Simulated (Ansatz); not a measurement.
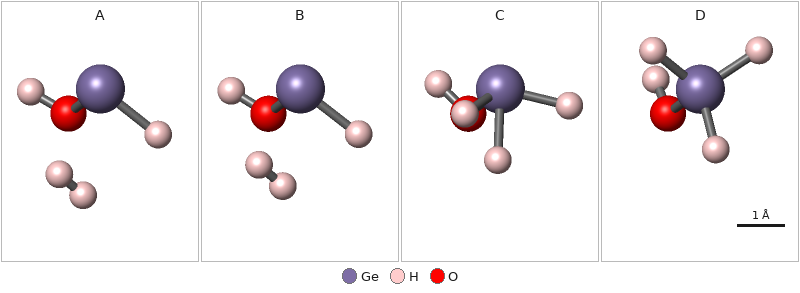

4 geometries from a converged minimum-energy path of GeH4O, shuffled. Style: ball-and-stick. Shown from a free direction.

Method: Ansatz 0.2.0, RKS PBE0/def2-SVP. Set-up: 5 movable images; climbing image; force threshold 0.05 eV/Å; iteration limit 60; starting path through a guess of the saddle point.

**Which frame is the transition state?**

C. In order along the path, whose images run from 0 to 6: D (image 0, 0.0 kcal/mol), C (image 3, +57.5 kcal/mol), B (image 5, +30.4 kcal/mol), A (image 6, +29.8 kcal/mol). Breaking: 2 Ge–H (1.53–1.54 → 2.58–2.64 Å). Forming: H–H (2.54 → 0.77 Å).

Cost: 2.5 min on 1 thread of Arm Neoverse V1, on a shared host, peak memory 0.12 GiB.
